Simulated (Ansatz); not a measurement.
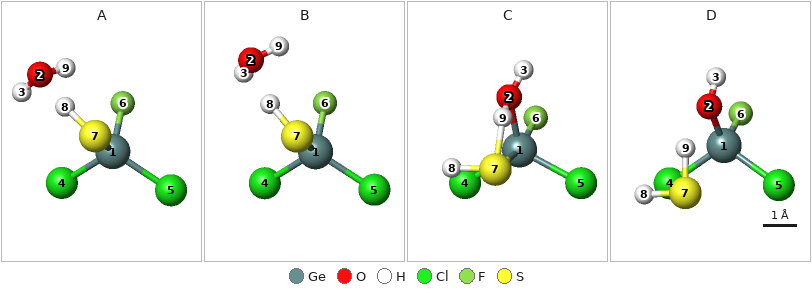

4 geometries from a converged minimum-energy path of GeH$_{3}$SOCl$_{2}$F, made up at the start of GeHOCl$_{2}$F and H₂S, shuffled. Style: ball-and-stick. Shown from a free direction.

Level of theory: RKS PBE0-D4/def2-SVP in Ansatz 0.2.0. Settings: 7 movable images; climbing image; force threshold 0.05 eV/Å; iteration limit 60; starting path through a guess of the saddle point.

**Which of them lies highest in energy?**

C. In order along the path, whose images run from 0 to 8: D (image 0, 0.0 kJ/mol), C (image 2, +66.1 kJ/mol), B (image 7, −40.5 kJ/mol), A (image 8, −46.8 kJ/mol). Breaking: Ge1–O2 (1.75 → 1.89 at the top → 3.21 Å), S7–H9 (1.35 → 1.63 at the top → 3.39 Å). Forming: Ge1–S7 (3.54 → 2.51 at the top → 2.16 Å), O2–H9 (2.33 → 1.22 at the top → 0.97 Å).

Limits of the set-up: the start holds two separate molecules, 2.3 Å apart at their closest, whose relative position is a soft coordinate.
